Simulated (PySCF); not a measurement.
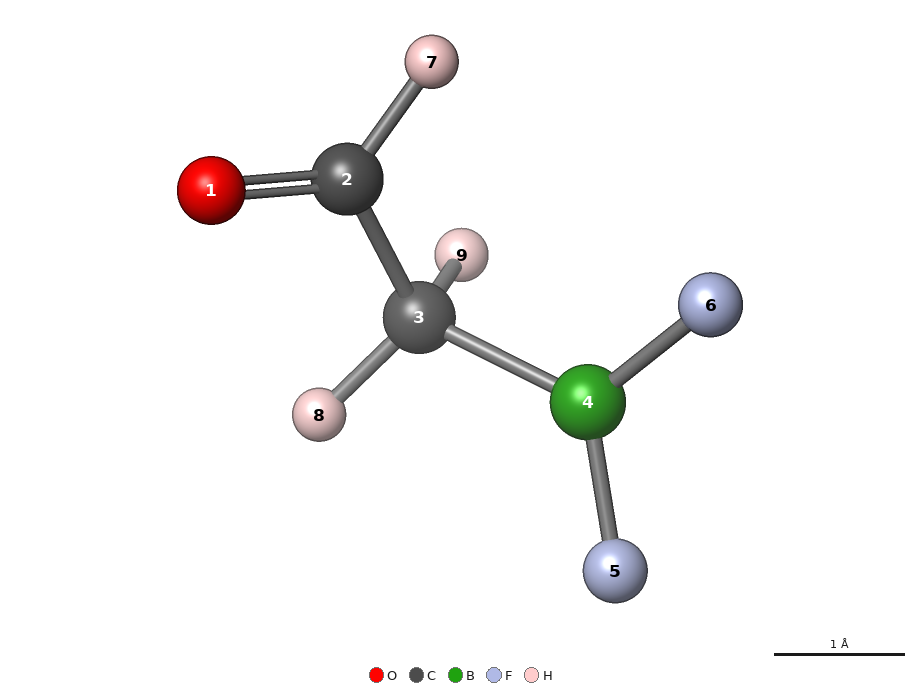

Orthographic view. Depth is shown by fading: the farther an atom, the more it takes the colour of the background. Computed geometry: PBE0-D3(BJ)/def2-SVP optimisation. No frequency run is at hand to confirm it as a minimum.

Write a MOL file (V2000) with the atoms in numerical order, bonds sorted by atom number with the orders drawn, and coordinates in the frame of the picture: x right, y up, z towards the viewer, origin at the mean position.

```
C2H3BF2O
                    3D

  9  8  0  0  0  0  0  0  0  0999 V2000
   -1.8900    0.8400    0.9800 O   0  0  0  0  0  0  0  0  0  0  0  0
   -0.8400    0.9300    0.4000 C   0  0  0  0  0  0  0  0  0  0  0  0
   -0.2800   -0.1400   -0.5000 C   0  0  0  0  0  0  0  0  0  0  0  0
    1.0200   -0.7900    0.0900 B   0  0  0  0  0  0  0  0  0  0  0  0
    1.2300   -2.0900    0.0600 F   0  0  0  0  0  0  0  0  0  0  0  0
    1.9600   -0.0400    0.6200 F   0  0  0  0  0  0  0  0  0  0  0  0
   -0.1900    1.8300    0.5200 H   0  0  0  0  0  0  0  0  0  0  0  0
   -1.0500   -0.8900   -0.7200 H   0  0  0  0  0  0  0  0  0  0  0  0
    0.0400    0.3400   -1.4400 H   0  0  0  0  0  0  0  0  0  0  0  0
  1  2  2  0
  2  3  1  0
  2  7  1  0
  3  4  1  0
  3  8  1  0
  3  9  1  0
  4  5  1  0
  4  6  1  0
M  END
```
